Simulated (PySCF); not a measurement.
System: C₇H₆F₃ (charge −1).

```xyz
16

F     3.4406    0.2722   -0.6764
C     2.0681    0.3098   -0.7944
F     1.8123   -0.4371   -1.8800
F     1.8045    1.5803   -1.1387
C     1.3748   -0.1562    0.4656
C    -0.1205   -0.1260    0.3418
C    -0.9502    0.9543    0.6590
C    -2.2625    0.5704    0.4089
C    -2.2499   -0.7423   -0.0631
C    -0.9297   -1.1747   -0.1075
H     1.7231    0.5038    1.2673
H     1.7394   -1.1714    0.6551
H    -0.6170    1.9143    1.0326
H    -3.1433    1.1833    0.5585
H    -3.1192   -1.3251   -0.3435
H    -0.5783   -2.1468   -0.4289
```

Geometry: GFN2-xTB.

Theory: PySCF, PBE0/def2-SVPD, SCF density, gas phase.

What will maps of the electron density and electron localisation function show?

Answer. C–C (1.39 Å): ρ at the midpoint is about 2.1 e/Å³; the ELF peaks at about 0.95 between the atoms: a covalent bond.
C–H (1.08 Å): ρ at the midpoint is about 1.9 e/Å³; the ELF climbs to about 1 towards the hydrogen, as it does in any bond to H: an ordinary covalent bond to hydrogen.
C–C (1.50 Å): ρ at the midpoint is about 1.7 e/Å³; the ELF peaks at about 0.95 between the atoms: a covalent bond.

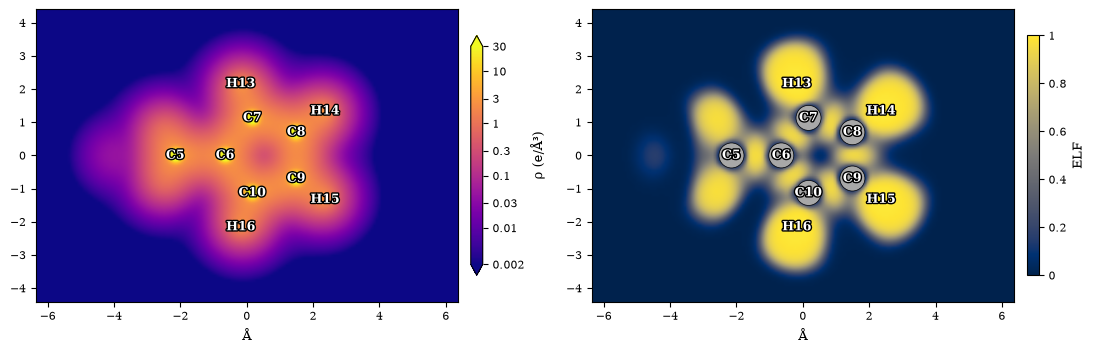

Computed electron density and electron localisation function on the plane of atoms C8, C9 and C10, in this order. Grey discs cover the atomic cores in the ELF map. 
